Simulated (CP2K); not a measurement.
# CH4F2Si (SMILES FC[SiH2]F): GFN1-xTB

What is the vertical ionisation energy of CH4F2Si at GFN1-xTB? 

The calculation is run with CP2K 2026.2.

2 further runs of the same task are left out: 2 set aside as unsound or not needed.

## 1. The molecule

The species is CH4F2Si (8 atoms), meant as a singlet with charge 0. SMILES: `FC[SiH2]F`. The coordinates come from a GFN2-xTB relaxation. This is one conformer, not always the lowest.

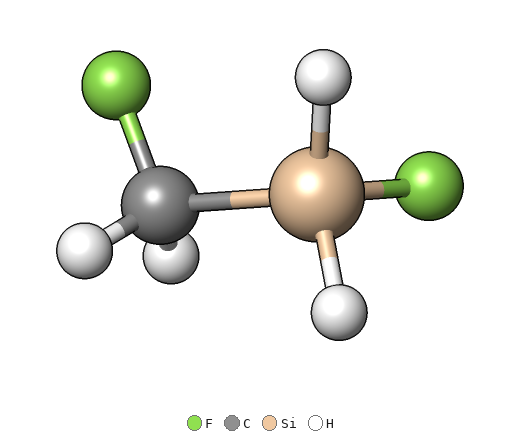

Viewed from a chosen angle; fluorine green, carbon grey, silicon light orange, hydrogen white.

## 2. Energy and forces at GFN1-xTB

The input, qs.inp:

```
&FORCE_EVAL
    METHOD Quickstep
    &DFT
        CHARGE 0
        MULTIPLICITY 1
        &QS
            METHOD XTB
            EPS_DEFAULT 1.0E-10
            &XTB
                GFN_TYPE TBLITE
                &TBLITE
                    METHOD GFN1
                &END TBLITE
                CHECK_ATOMIC_CHARGES F
            &END XTB
        &END QS
        &POISSON
            PERIODIC NONE
            POISSON_SOLVER ANALYTIC
        &END POISSON
        &SCF
            SCF_GUESS ATOMIC
            EPS_SCF 1.0E-06
            MAX_SCF 150
            ADDED_MOS 2
            &DIAGONALIZATION
                ALGORITHM STANDARD
            &END DIAGONALIZATION
            &MIXING
                METHOD DIRECT_P_MIXING
                ALPHA 0.4
            &END MIXING
            &SMEAR ON
                METHOD FERMI_DIRAC
                ELECTRONIC_TEMPERATURE [K] 300
            &END SMEAR
        &END SCF
        &PRINT
            &MOMENTS
                PERIODIC F
                REFERENCE COM
                MAX_MOMENT 1
            &END MOMENTS
            &MO ON
                ENERGIES T
                OCCUPATION_NUMBERS T
                NDIGITS 6
                &EACH
                    QS_SCF 0
                &END EACH
                ADD_LAST NUMERIC
            &END MO
            &HIRSHFELD OFF
            &END HIRSHFELD
        &END PRINT
    &END DFT
    &SUBSYS
        &CELL
            ABC [angstrom] 10.2 11.4 10.5
            PERIODIC NONE
        &END CELL
        &COORD
            F      4.651535     7.412475     4.842625
            C      4.922935     6.572115     5.906085
            Si     5.492165     4.854635     5.277885
            F      4.164065     3.987525     5.017875
            H      4.002275     6.516175     6.493915
            H      5.683645     7.078875     6.504865
            H      6.197725     4.155425     6.339815
            H      6.159215     4.965695     3.995135
        &END COORD
    &END SUBSYS
    &PRINT
        &FORCES ON
        &END FORCES
    &END PRINT
&END FORCE_EVAL

&GLOBAL
    PROJECT qs
    RUN_TYPE ENERGY_FORCE
    PRINT_LEVEL MEDIUM
&END GLOBAL
```

Run with:

```
OMP_NUM_THREADS=1 cp2k.psmp -i qs.inp > qs.out 2>&1
```

What it wrote:

```text
CP2K| version string:                                       CP2K version 2026.2
[...]
 GLOBAL| Method name                                                        CP2K
[...]
 GLOBAL| Run type                                                   ENERGY_FORCE
[...]
                             - Atoms:                                          8
[...]
                             - Spherical basis functions:                     29
[...]
 Number of electrons:                                                         26
[...]
  *** SCF run converged in    12 steps ***
[...]
  Fermi energy:                                                -0.23216161786522
[...]
 TB_DIPOLE| Moment [Debye]          1.69577676      -0.79236441       1.60751751
 TB_DIPOLE| Derivative [a.u.]       0.00000000       0.00000000       0.00000000
[...]
 ENERGY| Total FORCE_EVAL ( QS ) energy [hartree]            -16.486639628036048
 FORCES| Atomic forces [hartree/bohr]
 FORCES|   Atom     x               y               z               |f|
 FORCES|      1 -1.07072406E-03  2.14104091E-03 -6.55384360E-03   6.97734707E-03
 FORCES|      2  4.41706104E-03 -8.59222276E-03  1.17675424E-04   9.66180975E-03
 FORCES|      3 -1.04671188E-02 -5.65298966E-03 -3.89343000E-03   1.25170150E-02
 FORCES|      4  1.02238033E-02  5.21136870E-03  9.27449184E-04   1.15128050E-02
 FORCES|      5 -2.90029897E-03  3.17782729E-03  4.91536914E-03   6.53231768E-03
 FORCES|      6  9.74926642E-05  5.24674726E-03  5.05106077E-03   7.28361699E-03
 FORCES|      7 -8.95582018E-05  3.23838409E-05 -3.31350875E-03   3.31487701E-03
 FORCES|      8 -2.10656971E-04 -1.56415559E-03  2.74922782E-03   3.17004932E-03
 FORCES| Sum    -1.19180924E-16  5.59448321E-17 -2.23345648E-16
 FORCES| Total atomic force                                       2.59262792E-16
[...]
```

It took 0.22 s on 1 thread of Arm Neoverse V2, shared host.

## 3. The doublet cation at the same level

The input, qs.inp:

```
&GLOBAL
  PROJECT_NAME qs
  RUN_TYPE ENERGY_FORCE
  PRINT_LEVEL MEDIUM
&END GLOBAL

&FORCE_EVAL
  METHOD Quickstep
  &DFT
    CHARGE 1
    MULTIPLICITY 2
    SPIN_POLARIZED T
    ! Quickstep
    &QS
      METHOD XTB
      EPS_DEFAULT 1.0E-10
      &XTB
        GFN_TYPE TBLITE
        &TBLITE
          METHOD GFN1
        &END TBLITE
        CHECK_ATOMIC_CHARGES F
      &END XTB
    &END QS
    ! cluster boundary conditions
    &POISSON
      PERIODIC NONE
      POISSON_SOLVER ANALYTIC
    &END POISSON
    ! SCF settings
    &SCF
      SCF_GUESS ATOMIC
      EPS_SCF 1.0E-06
      MAX_SCF 150
      ADDED_MOS 8
      &DIAGONALIZATION
        ALGORITHM STANDARD
      &END DIAGONALIZATION
      &MIXING
        METHOD DIRECT_P_MIXING
        ALPHA 0.4
      &END MIXING
    &END SCF
    &PRINT
      &MOMENTS
        PERIODIC F
        REFERENCE COM
        MAX_MOMENT 1
      &END MOMENTS
      &MO ON
        ENERGIES T
        OCCUPATION_NUMBERS T
        NDIGITS 6
        &EACH
          QS_SCF 0
        &END EACH
        ADD_LAST NUMERIC
      &END MO
      &HIRSHFELD OFF
      &END HIRSHFELD
    &END PRINT
  &END DFT
  &SUBSYS
    &CELL
      ABC [angstrom] 10.2 11.4 10.5
      PERIODIC NONE
    &END CELL
    &COORD
      F      4.651535     7.412475     4.842625
      C      4.922935     6.572115     5.906085
      Si     5.492165     4.854635     5.277885
      F      4.164065     3.987525     5.017875
      H      4.002275     6.516175     6.493915
      H      5.683645     7.078875     6.504865
      H      6.197725     4.155425     6.339815
      H      6.159215     4.965695     3.995135
    &END COORD
  &END SUBSYS
  &PRINT
    &FORCES ON
    &END FORCES
  &END PRINT
&END FORCE_EVAL
```

Run with:

```
OMP_NUM_THREADS=1 cp2k.psmp -i qs.inp -o qs.out
```

What it wrote:

```text
CP2K| version string:                                       CP2K version 2026.2
[...]
 GLOBAL| Method name                                                        CP2K
[...]
 GLOBAL| Run type                                                   ENERGY_FORCE
[...]
                             - Atoms:                                          8
[...]
                             - Spherical basis functions:                     29
[...]
 Number of electrons:                                                         13
[...]
  *** SCF run converged in    19 steps ***
[...]
  Fermi energy:                                                -0.68230877340213
[...]
 TB_DIPOLE| Moment [Debye]          3.20239076       0.13235884       2.75396314
 TB_DIPOLE| Derivative [a.u.]       0.00000000       0.00000000       0.00000000
[...]
 ENERGY| Total FORCE_EVAL ( QS ) energy [hartree]            -15.926295445849387
 FORCES| Atomic forces [hartree/bohr]
 FORCES|   Atom     x               y               z               |f|
 FORCES|      1  8.29792010E-03 -2.73186681E-02  2.07299069E-02   3.52830575E-02
 FORCES|      2 -1.69495396E-02  5.91613427E-02 -1.07992929E-02   6.24818060E-02
 FORCES|      3 -1.41798687E-02 -4.24276391E-02 -1.18337428E-02   4.62732180E-02
 FORCES|      4  1.98431074E-02  1.54009577E-02  3.61380992E-03   2.53771163E-02
 FORCES|      5 -5.51339583E-03 -8.92531216E-03 -7.97339499E-04   1.05211445E-02
 FORCES|      6  9.15413669E-03 -3.03136464E-03 -6.10668479E-04   9.66231370E-03
 FORCES|      7 -4.52883470E-04  2.28315140E-03  2.41129192E-03   3.35144931E-03
 FORCES|      8 -1.99476551E-04  4.85753225E-03 -2.71396506E-03   5.56785567E-03
 FORCES| Sum     1.23951413E-16 -1.37043155E-16 -7.24247051E-17
 FORCES| Total atomic force                                       1.98469436E-16
[...]
```

Run time: 0.24 s. Hardware: 1 thread of Arm Neoverse V2, shared host.

## 4. Outcome

At GFN1-xTB:

| quantity | value |
| --- | --- |
| singlet CH4F2Si: total energy | -16.48664 Eh |
| singlet CH4F2Si: dipole moment (from atomic charges alone) | 2.47 D |
| singlet CH4F2Si: HOMO energy | -11.97 eV |
| singlet CH4F2Si: LUMO energy | -5.42 eV |
| singlet CH4F2Si: HOMO–LUMO gap | 6.55 eV |
| singlet CH4F2Si: largest force on an atom | 0.644 eV/Å |
| doublet cation: total energy | -15.92630 Eh |
| doublet cation: HOMO energy (highest over α and β) | -18.65 eV |
| doublet cation: LUMO energy (lowest over α and β) | -18.49 eV |
| doublet cation: largest force on an atom | 3.213 eV/Å |
| vertical ionisation energy (to the doublet cation) | 15.248 eV |

In words: Removing an electron at fixed nuclei costs 15.25 eV (352 kcal/mol). The largest force (singlet CH4F2Si) is 0.64 eV/Å: the shape isn't a stationary point for this species at this level. No empirical shift is applied, and without it xTB methods put this difference several eV too high. The dipole (singlet CH4F2Si) comes from point charges on the atoms alone, without atomic dipoles, so it is partial.
